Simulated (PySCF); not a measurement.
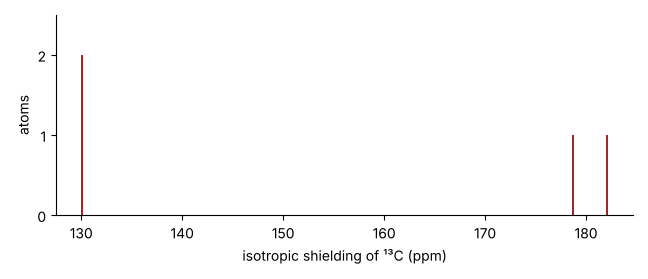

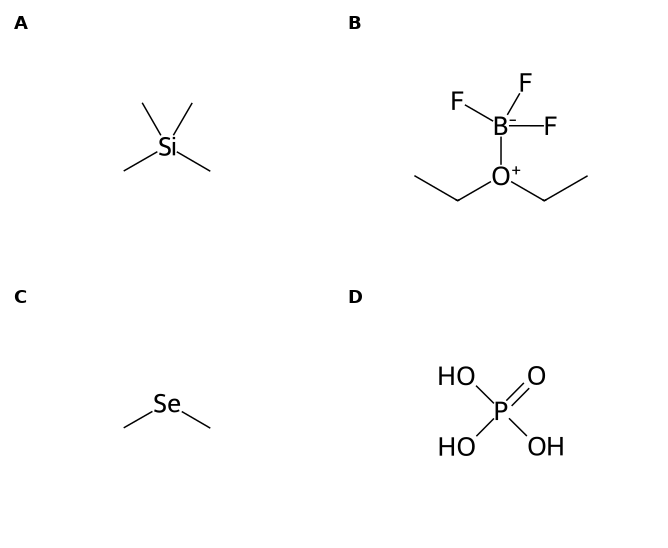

The sticks are computed shieldings of one of the molecules, for one fixed geometry (GFN2-xTB) without averaging over rotations. Low shielding means a high chemical shift. Method: GIAO PBE0/6-31G* NMR shielding, non-relativistic, gas phase (PySCF 2.14.0).

Match the spectrum to a structure.

B, `CC[O+](CC)[B-](F)(F)F`. Its 4 C atoms give lines at 130.1 (2 atoms), 178.7, 182.1 ppm.

The geometry is semi-empirical. Around B such bond lengths and angles can be off by a tenth of an ångström or more and by several degrees, and values that hang on the shape move with them.
